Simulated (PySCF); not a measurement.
**C4H7ClSSi (SMILES [SiH3]CCC(Cl)=C=S): density, localisation and related maps**

Input file:

```
{"job": {"kind": "nmr", "xc": "PBE0", "basis": "pcSseg-1"}, "charge": 0, "multiplicity": 1}
Si    -2.328668     0.093003    -0.059564
C     -0.517700    -0.160617    -0.592388
C      0.453104    -0.082568     0.582807
C      1.871968    -0.301384     0.133687
Cl     2.264290    -1.919542    -0.407285
C      2.785282     0.621964     0.074774
S      3.848085     1.762295     0.049903
H     -3.176210     0.024291    -1.248690
H     -2.452843     1.403896     0.580572
H     -2.701329    -0.956637     0.890279
H     -0.406543    -1.130152    -1.080284
H     -0.238953     0.593080    -1.330967
H      0.392679     0.896996     1.060236
H      0.206158    -0.845098     1.324756
```

Launched as:

```sh
OMP_NUM_THREADS=1 python probes_run.py task.json out
```

Geometry: GFN2-xTB.

All numbers below come from PBE0/pcSseg-1, SCF density, gas phase, non-relativistic (PySCF).

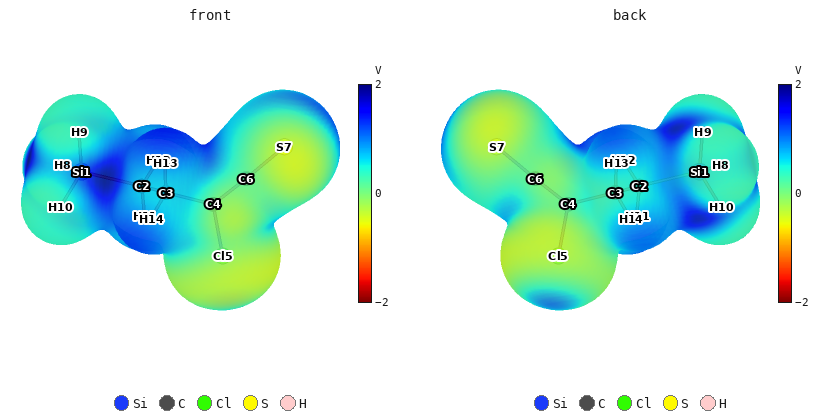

Figure 1. The molecular electrostatic potential painted on the density surface at 0.004 e/bohr³, seen from the front and from behind; red is negative and blue positive.

Where is the surface potential most negative and most positive?

Answer. The most negative region (about −0.5 V) lies over Cl5 and S7, the most positive (about +1.8 V) over Si1. Cl5 shows a σ-hole: about +1.0 V at the tip opposite its bond, against about −0.2 V on its flanks.

What dipole moment does the calculation give?

Answer. Its dipole moment is 1.30 D.

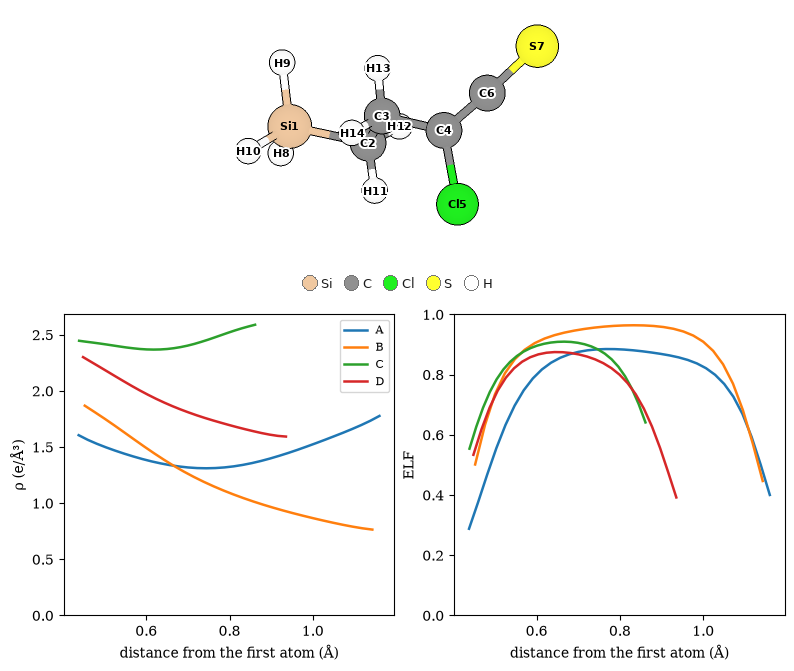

Figure 2. Electron density and ELF along straight lines between neighbouring atoms. The curves leave out the atomic cores. The structure is drawn too.

Which curve belongs to which contact (C–C, C–Cl, C–S and C–Si)? The first atom named is at distance zero.

Answer. Curve A: C–Cl (1.75 Å): ρ is about 1.4 e/Å³ halfway; the ELF peaks at about 0.90 between the atoms: a covalent bond. Curve B: C–Si (1.90 Å): the density is about 0.91 e/Å³ at the midpoint; the ELF peaks at about 0.95 between the atoms; a shared electron pair. Curve C: C–C (1.30 Å): ρ at the midpoint is about 2.4 e/Å³; the ELF peaks at about 0.90 between the atoms (a multiple bond). Curve D: C–S (1.56 Å): ρ at the midpoint is about 1.7 e/Å³; the ELF peaks at about 0.90 between the atoms (a covalent bond).
